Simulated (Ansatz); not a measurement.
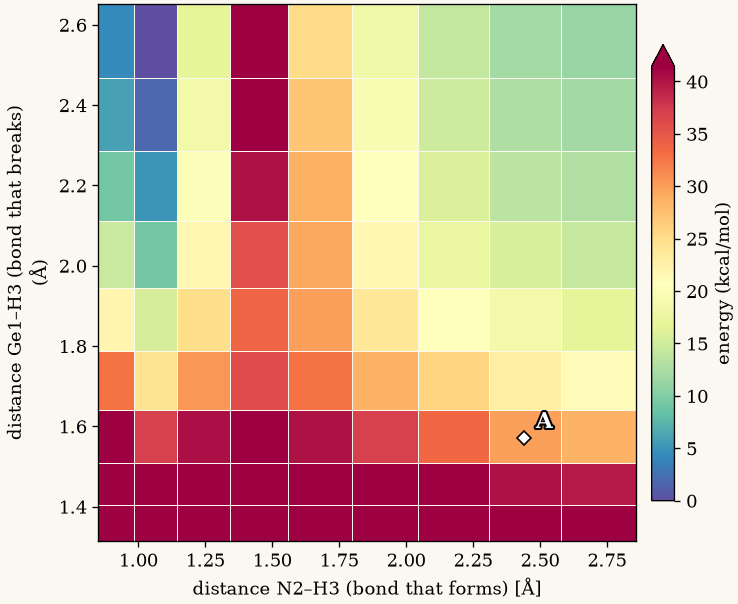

The reacting system GeH₅N. First axis: distance N2–H3 (bond that forms). Second axis: distance Ge1–H3 (bond that breaks). Relaxed at each point: all other coordinates. Grid: 9 × 9 points. Points are written as (first, second). All energies are given in kcal/mol relative to the lowest grid point. Energies and slopes of some neighbouring points disagree (a jump in structure or state, or too coarse a mesh). The reference is spin-restricted, so regions where a bond is pulled apart into radicals lie too high. Level of theory: RKS PBE0-D4/def2-TZVP in Ansatz 0.2.0.

In the figure: one coloured cell a grid point, one colour for all values above the top of the scale, the point A.

Question: Is A at rest? If not, where is it pushed?

Answer: A, at (2.441 Å, 1.571 Å), is not a stationary point. The computed force is 10 kcal/mol for each Å towards larger values of the first coordinate and 64 kcal/mol for each Å towards larger values of the second coordinate.
